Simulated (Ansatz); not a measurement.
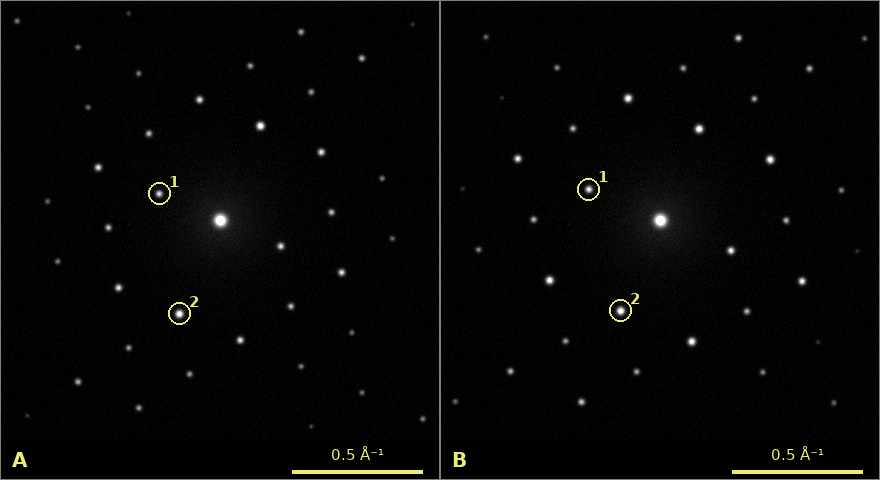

Kinematic electron diffraction patterns (120 kV, B = 0.5 Å², same scale) along [111] of the run's own cell, for the start and the end of one relaxation of KHO2 with Ansatz, DFT, PAW plane waves, r2scan. k mesh 6×6×6. The start is a generated model structure, and the relaxation ends in the nearest stationary point of its symmetry, not necessarily the ground state. Spot 1 is -1 1 0 and spot 2 is -1 -1 2 in both.

Start structure:

```
K H O
1.0
    -2.76298    2.76298    3.31849
     2.76298   -2.76298    3.31849
     2.76298    2.76298   -3.31849
K H O
2 2 4
Direct
  0.25000 0.25000 0.00000
  0.75000 0.75000 0.00000
  0.50000 0.00000 0.50000
  0.00000 0.50000 0.50000
  0.64080 0.14080 0.78160
  0.14080 0.35920 0.50000
  0.35920 0.85920 0.21840
  0.85920 0.64080 0.50000
```

Which pattern belongs to the start structure, and which to the relaxed one?

A is the start: its cell gives d(1) = 3.907 Å, d(2) = 2.529 Å and an angle of 90.0°. B is the relaxed structure, with d(1) = 3.346 Å (-14.4 %), d(2) = 2.613 Å (+3.3 %) and 90.0°.

Name reflections whose intensity changes strongly on relaxation.

0 2 -2 goes from 40 to 84 % of the strongest spot.

Summarise the relaxation behind the change.

The volume changed by -7.5 % to 11.71 Å³ an atom; with the mean shift removed, the atoms moved by up to 0.24 Å relative to the cell (O most); the space group stayed I4/mcm (No. 140); the free energy fell by 120 meV an atom. Relaxed cell: a = 5.358 Å, b = 5.358 Å, c = 5.358 Å, α = 127.60°, β = 127.60°, γ = 77.28°.
